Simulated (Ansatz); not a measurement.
**How far to go with the k-point mesh at a smearing width of 0.02 eV: Al₃Ni₂ (P3m1, 5 atoms in the cell)**

```yaml
crystal:
  lattice:
    - [4.00618, 0.00000, 0.00000]
    - [-2.00309, 3.46946, 0.00000]
    - [0.00000, 0.00000, 4.89550]
  atoms:
    - { symbol: Al, position: [0.00000, 0.00000, 0.01021] }
    - { symbol: Al, position: [0.33333, 0.66667, 0.64808] }
    - { symbol: Al, position: [0.66667, 0.33333, 0.35192] }
    - { symbol: Ni, position: [0.33333, 0.66667, 0.14657] }
    - { symbol: Ni, position: [0.66667, 0.33333, 0.85343] }
```

Level of theory: LDA (PW92), default PAW files made with PBE (plane waves; Ansatz, a quantum-chemistry and plane-wave program).

Base settings: basis.ecutwfc = 30.9 Ry; kpoints.mp_grid.grid = 10 10 7; hamiltonian.xc = lda; hamiltonian.pseudopotentials = {kind: paw} (the program's default PAW files); scf.occupations.method = fermi_dirac; scf.occupations.width = 0.0073 Ry.

In this ladder: scf.occupations.width = 0.0015 Ry.

Only quantities that move along the ladder and can be compared are tabulated.

The count of work is k-points × plane waves × bands × iterations; it is no time. 

The starting cell comes from a database of computed structures (which also holds hypothetical and non-ambient phases and stackings), without a prior relaxation at this level. Its lattice was rescaled by up to half a per cent. One atom was moved a little off its site on purpose. Spin polarisation is off. In the base run, with a pressure of about -5 GPa the cell is away from its equilibrium volume at this level. Ansatz's pressure includes its estimate of the finite-basis (Pulay) stress.

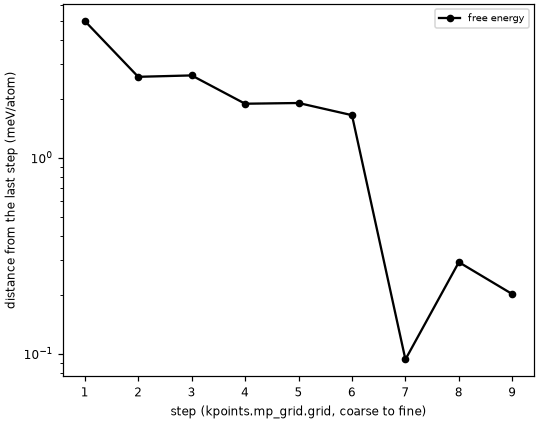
Figure: Distance from the last step along the ladder; very small values are drawn at a floor.

| kpoints.mp_grid.grid | free energy less the last step's (meV/atom) | pressure (GPa) | largest difference of a force vector from the last step's (eV/Å) | count of work / last |
|---|---|---|---|---|
| 4 4 3 | 4.99 | -5.49 | 0.031 | 0.012 |
| 5 5 4 | 2.59 | -5.48 | 0.031 | 0.023 |
| 6 6 4 | -2.63 | -5.40 | 0.023 | 0.032 |
| 7 7 5 | 1.89 | -5.49 | 0.033 | 0.043 |
| 9 9 6 | 1.90 | -5.49 | 0.008 | 0.083 |
| 10 10 8 | -1.65 | -5.46 | 0.003 | 0.14 |
| 13 13 9 | -0.09 | -5.49 | 0.007 | 0.22 |
| 15 15 11 | 0.29 | -5.50 | 0.006 | 0.34 |
| 19 19 13 | -0.20 | -5.49 | 0.003 | 0.61 |
| 22 22 16 | 0.00 | -5.49 | 0.000 | 1.0 |

Coarsest kpoints.mp_grid.grid that holds the forces within 0.02 eV/Å of the last step, with all finer ones: 9 9 6, at 0.083 of the last step's count of work; the step before is off by 0.033 eV/Å.

Coarsest kpoints.mp_grid.grid that holds the pressure within 0.05 GPa of the last step, with all finer ones: 7 7 5, at 0.043 of the last step's count of work; the step before is off by 0.09 GPa.

Coarsest kpoints.mp_grid.grid that holds the free energy within 1 meV/atom of the last step, with all finer ones: 13 13 9, at 0.22 of the last step's count of work; the step before is off by 1.6 meV/atom.

Keys are those of Ansatz 0.2.
